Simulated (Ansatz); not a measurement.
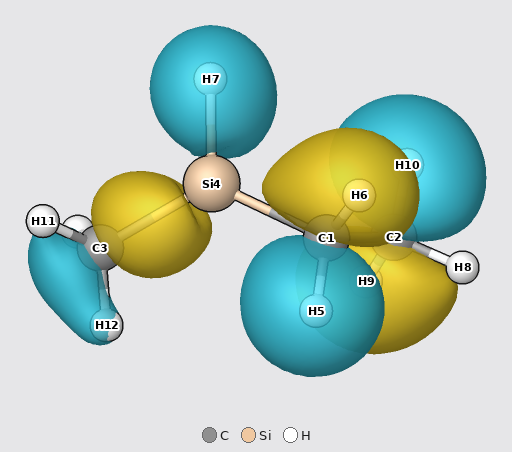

The picture shows: C₃H₉Si (charge +1). The HOMO−1 at ±0.08 Å⁻³ᐟ² (yellow and cyan are the two phases), seen across its widest extent.

Geometry: B3LYP/6-31G*.

All numbers below come from isolated molecule in a Gaussian basis; Kohn-Sham density functional theory, functional PBE0 in Ansatz.

```xyz
13

C     0.4023    0.7967    0.6330
C     1.5853    0.4692   -0.3418
C    -2.1463    2.0989   -0.9769
Si   -0.5446    2.2081   -0.0785
H    -0.2414   -0.0781    0.7712
H     0.8065    1.0851    1.6121
H     0.0901    3.5422   -0.0285
H     2.1644   -0.3477    0.0995
H     1.2378    0.1314   -1.3231
H     2.2641    1.3174   -0.4750
H    -2.8831    2.7500   -0.4806
H    -2.5446    1.0818   -1.0257
H    -2.0317    2.4998   -1.9951
```

Where does this orbital lie, and at what energy?

Its weight (Hirshfeld) is mainly on C2 (about 25 %), C1 (about 20 %), H10 (about 10 %), H9 (about 10 %), H5 (about 10 %) and Si4 (about 10 %). Its energy is −14.89 eV.
